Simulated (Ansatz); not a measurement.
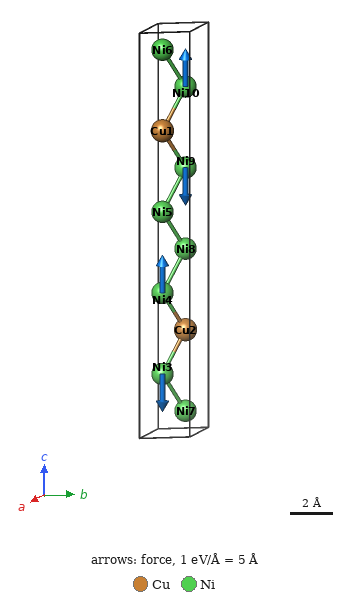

Starting geometry of a crystal of CuNi4 (a generated structure, set up in P6_3/mmc) (coarse preliminary run) with the computed forces as blue arrows. A ball-and-stick model of the cell of the calculation, seen slightly off an axis.

Level of theory: DFT PBE, scalar-relativistic, plane waves, PAW (Ansatz). Set-up: plane-wave cutoff 420 eV; k-point mesh 6 × 6 × 1; occupations gaussian; smearing width 0.1 eV; collinear spin; cell and atoms relaxed; force threshold 0.04 eV/Å; at most 70 steps.

Q: What follows when this structure is relaxed?

A: It isn't relaxed: the largest force vector, on Ni atoms, is 0.38 eV/Å. The atoms end up moving mostly along the starting forces (cosine between the two patterns 0.98). The energy falls by 18.6 meV per atom in 3 accepted moves (4 points after the start). Largest force component: 0.38 eV/Å at the start, 0.0068 eV/Å at the end. Pressure: 9.32 GPa at the start and −0.07 GPa at the end. At 1 point the geometry stayed and the basis and grid were re-selected for the new cell (energy shift of 0.2 meV per atom at most each time). The largest moves relative to the cell, 0.046 Å, are those of Ni3, Ni4, Ni9 and Ni10. Ni10 goes along +c. Cu stays in place. The drawn cell changes as follows: a = b 2.471 → 2.494 Å (+0.9 %), c 20.036 → 20.592 Å (+2.8 %); the volume changes by +4.7 %. Among the contacts that change: Cu1–Ni10 2.460 → 2.550 Å, Ni3–Ni7 2.460 → 2.486 Å, Ni10–Ni10 2.471 → 2.494 Å, Cu1–Cu1 2.471 → 2.494 Å. The space group stays P6_3/mmc (No. 194). The run took 99 s on 1 thread of Arm Neoverse V1, on a shared host, peak memory 0.54 GiB.

Limits of the set-up: the k-point mesh is coarse for a cell with partly filled bands.
